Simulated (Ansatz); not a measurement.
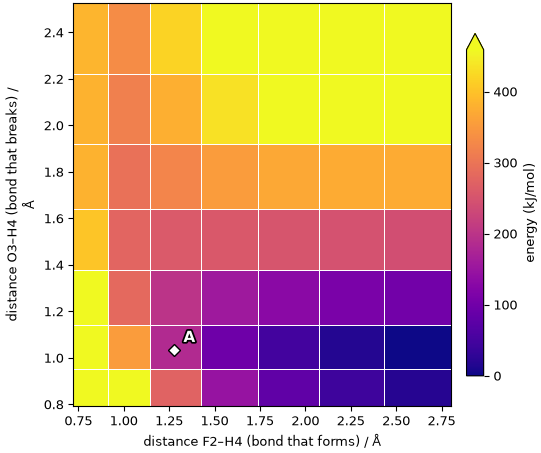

The reacting system AlFH2O. First axis: distance F2–H4 (bond that forms). Second axis: distance O3–H4 (bond that breaks). Relaxed at each point: all other coordinates. The grid has 7 × 7 points. Points are written as (first, second). Energies are in kJ/mol, from the lowest grid point. Energies and slopes of some neighbouring points disagree (a jump in structure or state, or too coarse a mesh). The reference is spin-restricted, so regions where a bond is pulled apart into radicals lie too high. These are results of RKS r2SCAN-D4/def2-SVP in Ansatz 0.2.0, not measurements.

In the figure: one coloured cell a grid point, one colour for all values above the top of the scale, the point A.

**Which way does the force act at A, and how strong is it?**

A, at (1.275 Å, 1.033 Å), is not a stationary point. The computed force is 420 kJ/mol for each Å towards larger values of the first coordinate and 164 kJ/mol for each Å towards larger values of the second coordinate.
